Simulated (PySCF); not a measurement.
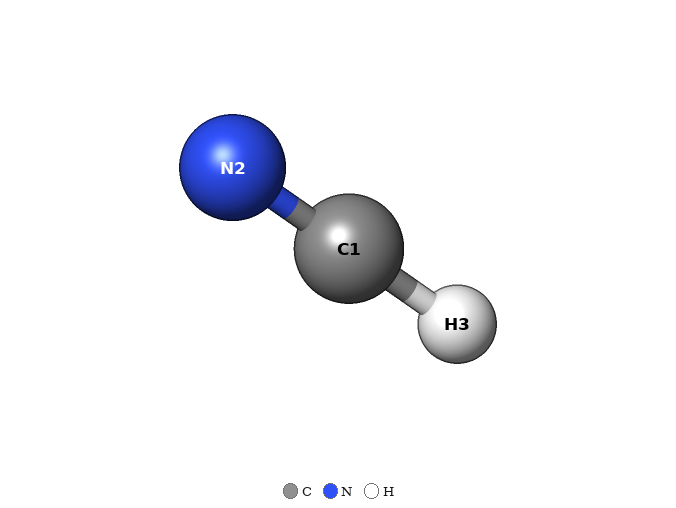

Computed geometry: GFN2-xTB optimisation. No frequency run is at hand to confirm it as a minimum. Level of theory: B3LYP/pcJ-1 indirect spin-spin coupling, non-relativistic, gas phase (PySCF 2.14.0). Isotopes: 13C, 1H, 15N.

Give the spin–spin coupling constants of these pairs, with the number of bonds between them: C1/H3, C1/N2, N2/H3.

```json
{"pair": "C1, H3", "bonds apart": "1", "J (Hz)": "278.0"}
{"pair": "C1, N2", "bonds apart": "1", "J (Hz)": "−23.0"}
{"pair": "N2, H3", "bonds apart": "2", "J (Hz)": "−8.2"}
```
